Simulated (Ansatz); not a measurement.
# SnTe2 (model cell, started as fluorite): a soft mode frozen in, part 2 of 3

Which phase does SnTe2 (model cell, started as fluorite) fall into along its unstable mode, and how much energy does it gain?

Ansatz 0.2.0; DFT PBE, scalar-relativistic, plane waves, PAW.

So far, highest frequency on the path or at a solved wavevector (cm⁻¹): step 2 (phonons on a q mesh) 78.9. Also lowest frequency on the path (cm⁻¹): step 2 -67.0.

The structure was built from a prototype and need not be the compound's stable phase.

### 5. Energy along the mode, all amplitudes (two of the runs are shown above)

An imaginary frequency means negative curvature, so the energy should fall and then rise again as anharmonic terms take over.

This step gave:

```yaml
depth_at_the_lowest_point_sampled: 57.23 meV/atom
largest_atomic_shift_at_that_point: 0.45 Å
```

Table of energy from the parent by largest atomic shift:

```tsv
largest atomic shift (Å)	energy from the parent (meV/atom)
0.000	0
0.040	-1.00
0.080	-3.92
0.140	-11.2
0.220	-24.2
0.320	-42.0
0.450	-57.2
0.600	-44.3
```

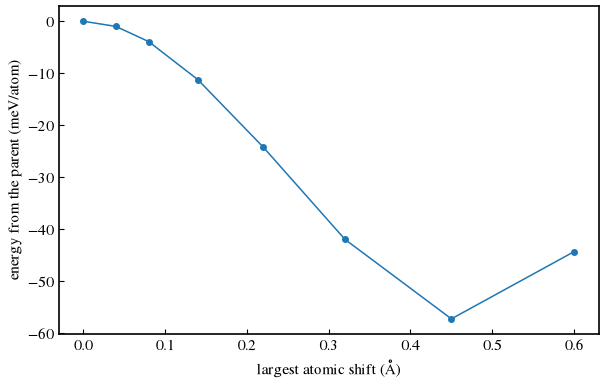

Energy from the parent, plotted against largest atomic shift.

Displacement at unit largest shift by atom:

```tsv
atom	x (Å)	y (Å)	z (Å)	size
Sn1	0.00	0.00	0.00	0.00
Sn2	0.00	0.00	0.00	0.00
Te3	1.00	0.00	0.00	1.00
Te4	-1.00	0.00	0.00	1.00
Te5	1.00	0.00	0.00	1.00
Te6	-1.00	0.00	0.00	1.00
```

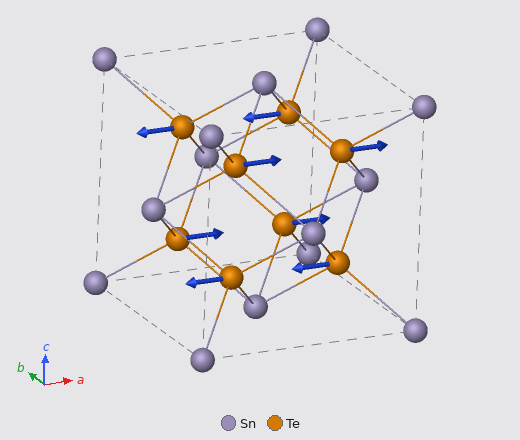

Displacement at unit largest shift as arrows, the longest 1 Å. Some periodic images of atoms are drawn too.

The lowest of the steps tried is at 0.45 Å, 57.2 meV/atom below the parent; the bottom of the well need not coincide with a step.

### 6. Relaxing from the distorted cell

Starting from the lowest point found, all atoms and the cell are let go, so that strain and other modes of the same symmetry can join in.

The input, input.yaml:

```yaml
crystal:
  lattice:
    - [0.0, -3.7227547923, -3.7227547923]
    - [0.0, 3.7227547923, -3.7227547923]
    - [7.4455095846, 0.0, 0.0]
  atoms:
    - { symbol: Sn, position: [0.0, 0.0, 0.0] }
    - { symbol: Sn, position: [0.5, 0.5, 0.5] }
    - { symbol: Te, position: [0.0, 0.5, 0.8104391137] }
    - { symbol: Te, position: [0.5, 0.0, 0.1895608863] }
    - { symbol: Te, position: [1.0, 0.5, 0.3104391137] }
    - { symbol: Te, position: [0.5, 0.0, 0.6895608863] }
kpoints:
  mp_grid: { grid: [8, 8, 6] }
hamiltonian:
  xc: pbe
scf:
  occupations: { method: methfessel_paxton, width: 0.2 }
output:
  forces: true
  stress: true
  eigenvalues: true
relax:
  adjacent_minimum: "off"
  f_tol: 0.002
  max_steps: 120
  cell: { stress_tol: 0.03 }
```

Started as:

```sh
$ ansatz run input.yaml --threads 4 --pin off --max-ram 7168MiB --backend cpu --events-out ev --progress --plain --runs-dir out
```

Numbers of over 12 decimals in the logs are rounded to 6 here.

What it wrote:

```text
[...]
Crystal: 6 atoms, lattice volume = 206.373 Å³
Basis set: ecut = 420 eV, 4033 PW (Γ), exchange–correlation on 72×72×100 points (8 copies of the dense FFT grid, shifted against one another)
Bands: 56, of which v1, the nominal top of the filled ones, is band 46 counted from 1 (45 counted from 0)
Symmetry: 16 space group operations
[...]
k-points: 60 of 384
[...]
SCF iter   1: F=—  HF=-39967.840245 eV  |F-HF|=—  |Δ(HF+E_count)|=         —  Δρ=1.67e-3  dr2=7.24e-3  ethr=1.77e-3  ⟨swp⟩=8.4  Hψ=13838  notcnv=0
[...]
SCF iter   6: F=-39967.837229 eV  HF=-39967.837229 eV  |F-HF|=7.68e-9  |Δ(HF+E_count)|=   1.32e-7  S|Δr|=    0.00e0  Δρ=4.36e-6  dr2=4.21e-8  ethr=1.09e-10  ⟨swp⟩=9.1  Hψ=17770  notcnv=0
SCF 1 converged in 6 iterations: F = -39967.837229 eV  dr2 = 4.21e-8
[...]
relax step   1: F+E_penalty+E_count = -39967.83722903 eV  Δ(F+E_penalty+E_count) = +0.000e0 eV  max|allowed force component| = 5.810e-2 eV/Å  Δτ_max = 0.0000 Å  P = -0.064 GPa  Ω = 206.373 Å³  (6 SCF iters, dr2 threshold 1.00e-7 eV, accepted)
Crystal: 6 atoms, lattice volume = 206.239 Å³
Basis set: ecut = 420 eV, 4073 PW (Γ), exchange–correlation on 72×72×100 points (8 copies of the dense FFT grid, shifted against one another)
[...]
SCF iter   5: F=-39967.865140 eV  HF=-39967.865140 eV  |F-HF|=6.57e-8  |Δ(HF+E_count)|=   6.81e-7  S|Δr|=    0.00e0  Δρ=9.37e-6  dr2=1.39e-7  ethr=6.52e-10  ⟨swp⟩=8.1  Hψ=14656  notcnv=0
SCF 2 converged in 5 iterations: F = -39967.865140 eV  dr2 = 1.39e-7
relax step   2: F+E_penalty+E_count = -39967.86513989 eV  Δ(F+E_penalty+E_count) = -2.791e-2 eV  max|allowed force component| = 1.013e-2 eV/Å  Δτ_max = 0.0182 Å  P = +0.073 GPa  Ω = 206.239 Å³  energy of the carried Pulay correction = +2.196e-5 eV  (5 SCF iters, dr2 threshold 6.00e-7 eV, accepted)
Crystal: 6 atoms, lattice volume = 205.707 Å³
Basis set: ecut = 420 eV, 4051 PW (Γ), exchange–correlation on 72×72×100 points (8 copies of the dense FFT grid, shifted against one another)
[...]
SCF iter   5: F=-39968.008305 eV  HF=-39968.008305 eV  |F-HF|=7.35e-8  |Δ(HF+E_count)|=   2.76e-6  S|Δr|=    0.00e0  Δρ=1.06e-5  dr2=2.06e-7  ethr=6.52e-10  ⟨swp⟩=6.5  Hψ=17110  notcnv=0
SCF 3 converged in 5 iterations: F = -39968.008305 eV  dr2 = 2.06e-7
relax step   3: F+E_penalty+E_count = -39968.00830460 eV  Δ(F+E_penalty+E_count) = -1.432e-1 eV  max|allowed force component| = 4.464e-2 eV/Å  Δτ_max = 0.0054 Å  P = +0.277 GPa  Ω = 205.707 Å³  energy of the carried Pulay correction = +1.088e-4 eV  (5 SCF iters, dr2 threshold 6.00e-7 eV, accepted)
[... from here on, the SCF cycles and remarks between the steps are left out ...]
relax step   4: F+E_penalty+E_count = -39968.21172826 eV  Δ(F+E_penalty+E_count) = -2.034e-1 eV  max|allowed force component| = 3.175e-2 eV/Å  Δτ_max = 0.0080 Å  P = +0.461 GPa  Ω = 205.406 Å³  energy of the carried Pulay correction = +1.579e-4 eV  (4 SCF iters, dr2 threshold 6.00e-7 eV, accepted)
relax step   5: F+E_penalty+E_count = -39968.32847264 eV  Δ(F+E_penalty+E_count) = -1.167e-1 eV  max|allowed force component| = 6.177e-2 eV/Å  Δτ_max = 0.0431 Å  P = +0.246 GPa  Ω = 208.642 Å³  energy of the carried Pulay correction = -3.677e-4 eV  (5 SCF iters, dr2 threshold 6.00e-7 eV, accepted)
relax step   6: F+E_penalty+E_count = -39968.37752022 eV  Δ(F+E_penalty+E_count) = -4.905e-2 eV  max|allowed force component| = 1.916e-1 eV/Å  Δτ_max = 0.0329 Å  P = -0.303 GPa  Ω = 210.563 Å³  energy of the carried Pulay correction = -6.759e-4 eV  (5 SCF iters, dr2 threshold 6.00e-7 eV, accepted)
relax step   7: F+E_penalty+E_count = -39968.40439384 eV  Δ(F+E_penalty+E_count) = -2.687e-2 eV  max|allowed force component| = 3.950e-2 eV/Å  Δτ_max = 0.0573 Å  P = +0.149 GPa  Ω = 209.802 Å³  energy of the carried Pulay correction = -5.542e-4 eV  (6 SCF iters, dr2 threshold 6.00e-7 eV, accepted)
relax step   8: F+E_penalty+E_count = -39968.40637593 eV  Δ(F+E_penalty+E_count) = -1.982e-3 eV  max|allowed force component| = 8.344e-4 eV/Å  Δτ_max = 0.0089 Å  P = +0.032 GPa  Ω = 210.164 Å³  energy of the carried Pulay correction = -6.122e-4 eV  (5 SCF iters, dr2 threshold 1.21e-7 eV, accepted)
relax step   9: F+E_penalty+E_count = -39968.40642652 eV  Δ(F+E_penalty+E_count) = -5.059e-5 eV  max|allowed force component| = 1.642e-5 eV/Å  Δτ_max = 0.0001 Å  P = +0.002 GPa  Ω = 210.348 Å³  energy of the carried Pulay correction = -6.415e-4 eV  (5 SCF iters, dr2 threshold 6.73e-9 eV, accepted)
relax step  10: F+E_penalty+E_count = -39968.45533326 eV  Δ(F+E_penalty+E_count) = -4.891e-2 eV  max|allowed force component| = 1.129e-3 eV/Å  Δτ_max = 0.0000 Å  P = +0.406 GPa  Ω = 210.348 Å³  stress off target by 1.15e0 GPa  SCF on the basis re-selected at this cell (its energy is not comparable with the rows above)  (8 SCF iters)
relax step  11: F+E_penalty+E_count = -39968.50395433 eV  Δ(F+E_penalty+E_count) = -4.862e-2 eV  max|allowed force component| = 5.214e-2 eV/Å  Δτ_max = 0.0162 Å  P = -0.187 GPa  Ω = 215.036 Å³  energy of the carried Pulay correction = -7.523e-4 eV  (5 SCF iters, dr2 threshold 6.00e-7 eV, accepted)
relax step  12: F+E_penalty+E_count = -39968.55863629 eV  Δ(F+E_penalty+E_count) = -5.468e-2 eV  max|allowed force component| = 4.317e-2 eV/Å  Δτ_max = 0.0280 Å  P = +0.095 GPa  Ω = 215.040 Å³  energy of the carried Pulay correction = -7.426e-4 eV  (5 SCF iters, dr2 threshold 6.00e-7 eV, accepted)
relax step  13: F+E_penalty+E_count = -39968.61386158 eV  Δ(F+E_penalty+E_count) = -5.523e-2 eV  max|allowed force component| = 4.658e-2 eV/Å  Δτ_max = 0.0283 Å  P = +0.161 GPa  Ω = 215.911 Å³  energy of the carried Pulay correction = -8.743e-4 eV  (5 SCF iters, dr2 threshold 6.00e-7 eV, accepted)
relax step  14: F+E_penalty+E_count = -39968.66038420 eV  Δ(F+E_penalty+E_count) = -4.652e-2 eV  max|allowed force component| = 1.418e-2 eV/Å  Δτ_max = 0.0296 Å  P = +0.244 GPa  Ω = 216.692 Å³  energy of the carried Pulay correction = -9.913e-4 eV  (5 SCF iters, dr2 threshold 6.00e-7 eV, accepted)
relax step  15: F+E_penalty+E_count = -39968.67651612 eV  Δ(F+E_penalty+E_count) = -1.613e-2 eV  max|allowed force component| = 9.428e-3 eV/Å  Δτ_max = 0.0274 Å  P = +0.054 GPa  Ω = 218.424 Å³  energy of the carried Pulay correction = -1.264e-3 eV  (5 SCF iters, dr2 threshold 6.00e-7 eV, accepted)
relax step  16: F+E_penalty+E_count = -39968.67675475 eV  Δ(F+E_penalty+E_count) = -2.386e-4 eV  max|allowed force component| = 1.663e-3 eV/Å  Δτ_max = 0.0029 Å  P = +0.000 GPa  Ω = 218.650 Å³  energy of the carried Pulay correction = -1.302e-3 eV  (5 SCF iters, dr2 threshold 1.58e-8 eV, accepted)
relax step  17: F+E_penalty+E_count = -39968.70891332 eV  Δ(F+E_penalty+E_count) = -3.216e-2 eV  max|allowed force component| = 2.920e-3 eV/Å  Δτ_max = 0.0000 Å  P = +0.265 GPa  Ω = 218.650 Å³  stress off target by 7.56e-1 GPa  SCF on the basis re-selected at this cell (its energy is not comparable with the rows above)  (7 SCF iters)
relax step  18: F+E_penalty+E_count = -39968.73176760 eV  Δ(F+E_penalty+E_count) = -2.285e-2 eV  max|allowed force component| = 2.285e-2 eV/Å  Δτ_max = 0.0197 Å  P = +0.090 GPa  Ω = 220.859 Å³  energy of the carried Pulay correction = -3.505e-4 eV  (5 SCF iters, dr2 threshold 6.00e-7 eV, accepted)
relax step  19: F+E_penalty+E_count = -39968.74027096 eV  Δ(F+E_penalty+E_count) = -8.503e-3 eV  max|allowed force component| = 1.223e-1 eV/Å  Δτ_max = 0.0473 Å  P = +0.183 GPa  Ω = 225.111 Å³  energy of the carried Pulay correction = -1.027e-3 eV  (6 SCF iters, dr2 threshold 3.41e-7 eV, accepted)
relax step  20: F+E_penalty+E_count = -39968.72500525 eV  Δ(F+E_penalty+E_count) = +1.527e-2 eV  max|allowed force component| = 1.938e-1 eV/Å  Δτ_max = 0.0181 Å  P = +0.054 GPa  Ω = 221.182 Å³  energy of the carried Pulay correction = -4.039e-4 eV  (6 SCF iters, dr2 threshold 6.00e-7 eV, rejected (line search))
relax step  21: F+E_penalty+E_count = -39968.75033713 eV  Δ(F+E_penalty+E_count) = -1.007e-2 eV  max|allowed force component| = 1.745e-3 eV/Å  Δτ_max = 0.0022 Å  P = +0.032 GPa  Ω = 224.786 Å³  energy of the carried Pulay correction = -9.753e-4 eV  (8 SCF iters, accepted)
relax step  22: F+E_penalty+E_count = -39968.75085195 eV  Δ(F+E_penalty+E_count) = -5.148e-4 eV  max|allowed force component| = 2.083e-3 eV/Å  Δτ_max = 0.0074 Å  P = -0.008 GPa  Ω = 225.762 Å³  energy of the carried Pulay correction = -1.131e-3 eV  (6 SCF iters, dr2 threshold 2.15e-8 eV, accepted)
relax step  23: F+E_penalty+E_count = -39968.75097465 eV  Δ(F+E_penalty+E_count) = -1.227e-4 eV  max|allowed force component| = 2.152e-3 eV/Å  Δτ_max = 0.0044 Å  P = +0.022 GPa  Ω = 225.920 Å³  energy of the carried Pulay correction = -1.156e-3 eV  (6 SCF iters, dr2 threshold 2.96e-9 eV, accepted)
relax step  24: F+E_penalty+E_count = -39968.75096721 eV  Δ(F+E_penalty+E_count) = +7.440e-6 eV  max|allowed force component| = 8.225e-4 eV/Å  Δτ_max = 0.0005 Å  P = -0.005 GPa  Ω = 226.056 Å³  energy of the carried Pulay correction = -1.178e-3 eV  (6 SCF iters, dr2 threshold 2.89e-10 eV, accepted)
Basis set: ecut = 420 eV, 4431 PW (Γ), exchange–correlation on 60×60×160 points (8 copies of the dense FFT grid, shifted against one another)
[...]
SCF iter   6: F=-39968.752558 eV  HF=-39968.752558 eV  |F-HF|=0.00e0  |Δ(HF+E_count)|=  4.37e-11  S|Δr|=    0.00e0  Δρ=5.60e-8  dr2=1.73e-11  ethr=1.00e-12  ⟨swp⟩=9.1  Hψ=18162  notcnv=0
SCF 25 converged in 6 iterations: F = -39968.752558 eV  dr2 = 1.73e-11
relax step  25: F+E_penalty+E_count = -39968.75255803 eV  Δ(F+E_penalty+E_count) = -1.591e-3 eV  max|allowed force component| = 1.109e-3 eV/Å  Δτ_max = 0.0000 Å  P = -0.005 GPa  Ω = 226.056 Å³  stress off target by 1.01e-2 GPa  SCF on the basis re-selected at this cell (its energy is not comparable with the rows above)  (6 SCF iters)
[...]
SCF converged after 6 iterations
[...]
Free energy (F): -39968.752558 eV
[...]
Internal energy: -39968.755512 eV  (E = F + TS)
E sigma→0 (E₀):  -39968.753296 eV
Entropy (-TS):   0.002954 eV (0.492 meV/atom)
Fermi energy:    6.960257 eV
[...]
--- Forces (eV/Å), atoms counted from 1 ---
  atom   1  Sn     0.00000000     0.00000000     0.00000000
  atom   2  Sn     0.00000000     0.00000000     0.00000000
  atom   3  Te     0.00110891     0.00000000     0.00000000
  atom   4  Te    -0.00110891     0.00000000     0.00000000
  atom   5  Te     0.00110891     0.00000000     0.00000000
  atom   6  Te    -0.00110891    -0.00000000    -0.00000000
  max |Σ_I F_I| component: 4.88e-19 eV/Å
--- Stress (GPa, compression-positive) ---
        0.006443       0.000000       0.000000
        0.000000      -0.010072       0.000000
        0.000000      -0.000000      -0.010072
  P = ⅓ Tr σ = -0.0046 GPa (-0.046 kbar)
--- Band table (eV; the first three rows and the last of 60) ---
  k-point 0: bands = [... 42 lower, 5.6370, 5.6768, 6.5514, 6.9786, 6.9786, 7.8877, 8.2136, 8.3520, ... 6 higher]
  k-point 1: bands = [... 42 lower, 5.7029, 5.7029, 6.6659, 6.9243, 6.9243, 7.7549, 8.2722, 8.3621, ... 6 higher]
  k-point 2: bands = [... 42 lower, 5.8390, 5.8390, 6.8042, 6.8042, 6.9101, 7.4909, 8.3426, 8.3790, ... 6 higher]
  k-point 59: bands = [... 42 lower, 4.8745, 4.8745, 4.8823, 4.8823, 7.9432, 7.9432, 9.1656, 9.1656, ... 6 higher]
--- Relaxed structure (22 steps of the walk, 21 accepted, 3 SCFs on fresh bases) ---
  F+E_penalty+E_count = -39968.75255803 eV   max|allowed force component| = 1.109e-3 eV/Å   (the final SCF, on the basis selected at the relaxed cell)
  cell:  # Å, volume = 226.0557 Å³
    - [0, -3.087924, -3.087924]
    - [0, 3.087924, -3.087924]
    - [11.853655, 0, 0.0]
  atoms:
    - { symbol: Sn, position: [0, 0, 4.077311362594284e-19] }
    - { symbol: Sn, position: [0.500000, 0.500000, 0.500000] }
    - { symbol: Te, position: [0.0, 0.500000, 0.847597] }
    - { symbol: Te, position: [0.500000, 0.0, 0.152403] }
    - { symbol: Te, position: [1.0, 0.5, 0.347597] }
    - { symbol: Te, position: [0.500000, 0.0, 0.652403] }
```

The job ended after 3.7 min (4 threads of Arm Neoverse V2, shared host; peak memory 0.96 GiB; 15 min of CPU time).

The steps of the relaxation (22 of 25):

```tsv
step	energy less that of the first step (eV)	largest force component (eV/Å)	pressure (GPa)	volume (Å³)
1	0.0000	0.0581	-0.06	206.37
2	-0.0279	0.0101	0.07	206.24
3	-0.1711	0.0446	0.28	205.71
4	-0.3745	0.0317	0.46	205.41
6	-0.5403	0.1916	-0.30	210.56
7	-0.5672	0.0395	0.15	209.80
8	-0.5691	0.0008	0.03	210.16
9	-0.5692	0.0000	0.00	210.35
10*	-0.6181	0.0011	0.41	210.35
11	-0.6667	0.0521	-0.19	215.04
12	-0.7214	0.0432	0.09	215.04
14	-0.8232	0.0142	0.24	216.69
15	-0.8393	0.0094	0.05	218.42
16	-0.8395	0.0017	0.00	218.65
17*	-0.8717	0.0029	0.26	218.65
18	-0.8945	0.0229	0.09	220.86
19	-0.9030	0.1223	0.18	225.11
20	-0.8878	0.1938	0.05	221.18
22	-0.9136	0.0021	-0.01	225.76
23	-0.9137	0.0022	0.02	225.92
24	-0.9137	0.0008	0.00	226.06
25*	-0.9153	0.0011	0.00	226.06
```

Relaxation steps marked * repeat the geometry before them on a plane-wave basis chosen anew for their cell, so energy and pressure can jump there. Other such steps can lie between the rows shown. Relaxation step 20 was tried and not accepted.

Forces are held to the 16 operations that the run works with; a distortion that breaks them can't arise in this run.

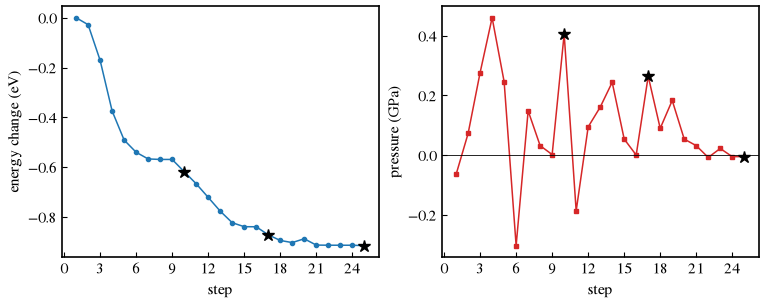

Energy and pressure along the relaxation. Stars mark steps on a basis chosen anew.

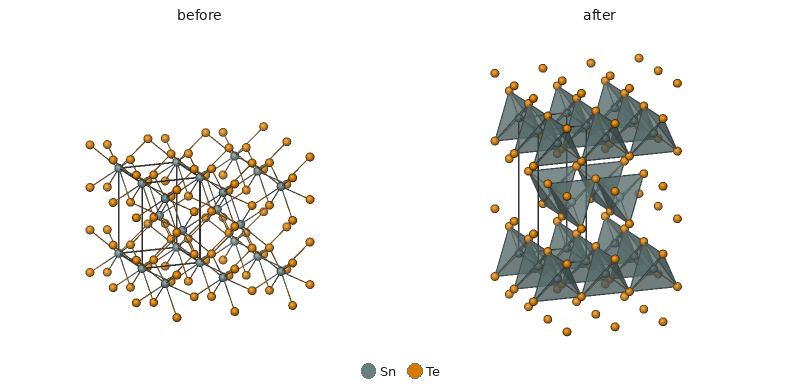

Before and after, at one scale. Bonds to atoms that aren't drawn are left out.

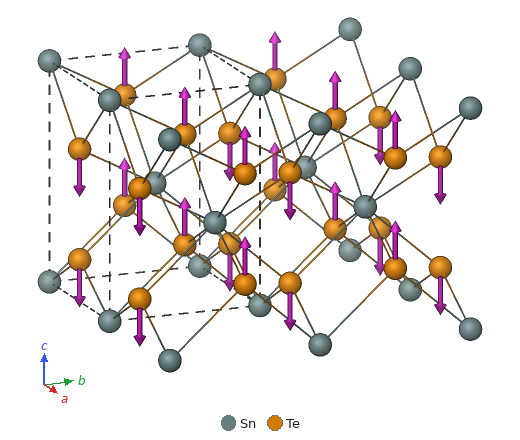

Displacements in the relaxation, exaggerated, measured against the changing cell; the longest in the cell stands for 0.44 Å. 2×2×1 cells are drawn. Some periodic images of atoms are drawn too.

```tsv
cell as run	before	after	change
a (Å)	5.265	4.367	-17.1 %
b (Å)	5.265	4.367	-17.1 %
c (Å)	7.446	11.854	+59.2 %
volume (Å³/atom)	34.40	37.68	+9.5 %
```

The atoms that moved most (Å, as changes of fractional coordinates times the final cell):

```tsv
atom	dx	dy	dz	length
Te4	-0.440	0.000	0.000	0.440
Te6	-0.440	0.000	0.000	0.440
Te5	0.440	0.000	0.000	0.440
Te3	0.440	0.000	0.000	0.440
```

The relaxed structure:

```xyz
6
Lattice="0.0000 -3.0879 -3.0879 0.0000 3.0879 -3.0879 11.8537 0.0000 0.0000" Properties=species:S:1:pos:R:3 pbc="T T T"
Sn    0.0000    0.0000    0.0000
Sn    5.9268    0.0000   -3.0879
Te   10.0471    1.5440   -1.5440
Te    1.8065   -1.5440   -1.5440
Te    4.1203   -1.5440   -4.6319
Te    7.7334   -1.5440   -1.5440
```

Numbers from this step:

```
pressure        : -0.004567 GPa
volume per atom : 37.68 Å³
```

The distorted start has space group P4_2/nmc; the relaxation ends in P4_2/nmc.

### 7. The new phase in its own primitive cell

The relaxed structure is symmetrised, reduced to its primitive cell and relaxed tightly, as its phonons need.

The input, input.yaml:

```yaml
crystal:
  lattice:
    - [4.366983627, 0.0, 0.0]
    - [0.0, 4.366983627, 0.0]
    - [0.0, 0.0, 11.8536546963]
  atoms:
    - { symbol: Sn, position: [0.0, 0.0, 0.0] }
    - { symbol: Sn, position: [0.5, 0.5, 0.5] }
    - { symbol: Te, position: [0.0, 0.5, 0.8475965835] }
    - { symbol: Te, position: [0.5, 0.0, 0.1524034165] }
    - { symbol: Te, position: [0.0, 0.5, 0.3475965835] }
    - { symbol: Te, position: [0.5, 0.0, 0.6524034165] }
kpoints:
  mp_grid: { grid: [8, 8, 4] }
hamiltonian:
  xc: pbe
scf:
  occupations: { method: methfessel_paxton, width: 0.2 }
output:
  forces: true
  stress: true
  eigenvalues: true
relax:
  adjacent_minimum: "off"
  f_tol: 0.001
  max_steps: 60
  cell: { stress_tol: 0.01 }
```

What it wrote:

```text
[...]
Crystal: 6 atoms, lattice volume = 226.056 Å³
Basis set: ecut = 420 eV, 4431 PW (Γ), exchange–correlation on 60×60×160 points (8 copies of the dense FFT grid, shifted against one another)
Bands: 56, of which v1, the nominal top of the filled ones, is band 46 counted from 1 (45 counted from 0)
Symmetry: 16 space group operations
[...]
k-points: 45 of 256
[...]
cell:  # Å, volume = 226.2409 Å³
    - [4.363576, 0, 0.0]
    - [0, 4.363576, 0.0]
    - [0.0, 0.0, 11.881907]
  atoms:
    - { symbol: Sn, position: [0, 0, 0] }
    - { symbol: Sn, position: [0.5, 0.5, 0.500000] }
    - { symbol: Te, position: [0, 0.5, 0.847909] }
    - { symbol: Te, position: [0.5, 0, 0.152091] }
    - { symbol: Te, position: [0, 0.5, 0.347909] }
    - { symbol: Te, position: [0.5, 0, 0.652091] }
[key lines of the parts left out:]
SCF converged after 6 iterations
Free energy (F): -39968.752626 eV
Fermi energy:    6.952373 eV
P = ⅓ Tr σ = -0.0000 GPa (-0.000 kbar)
```

The job ended after 40 s (4 threads; peak memory 0.86 GiB; 2.6 min of CPU time).

Relaxation path:

```tsv
step	energy less that of the first step (eV)	largest force component (eV/Å)	pressure (GPa)	volume (Å³)
1	0.0000	0.0016	-0.01	226.06
2	0.0000	0.0002	0.00	226.08
3	0.0000	0.0020	0.00	226.22
4	0.0000	0.0022	0.00	226.33
5	0.0000	0.0000	0.00	226.24
6*	0.0000	0.0000	0.00	226.24
```

Relaxation steps marked * repeat the geometry before them on a plane-wave basis chosen anew for their cell, so energy and pressure can jump there. Relaxation step 4 was tried and not accepted.

Forces are held to the 16 operations that the run works with; a distortion that breaks them can't arise in this run.

```tsv
conventional cell, symmetrised	before	after	change
a (Å)	4.367	4.364	-0.1 %
b (Å)	4.367	4.364	-0.1 %
c (Å)	11.854	11.882	+0.2 %
volume (Å³/atom)	37.68	37.71	+0.1 %
```

Final coordinates:

```xyz
6
Lattice="4.3636 0.0000 0.0000 0.0000 4.3636 0.0000 0.0000 0.0000 11.8819" Properties=species:S:1:pos:R:3 pbc="T T T"
Sn    0.0000    0.0000    0.0000
Sn    2.1818    2.1818    5.9410
Te    0.0000    2.1818   10.0748
Te    2.1818    0.0000    1.8071
Te    0.0000    2.1818    4.1338
Te    2.1818    0.0000    7.7481
```

Numbers from this step:

```
pressure        : -3.95e-5 GPa
volume per atom : 37.71 Å³
```

The largest force component left is 0.043 meV/Å and the pressure is 0.000 GPa, within the tolerances set. The cell now holds 37.71 Å³/atom.

(Part 2 of 3 ends here.)

[Logs are printed without paths, hosts, clocks, repeated set-up lines and the standing remarks that a program may print on its own settings, such as how far it seeks lower states.]

[Hosts, paths, dates, database ids (printed as entryN), source tags and the programs' standing remarks are cut or masked in the printed files.]
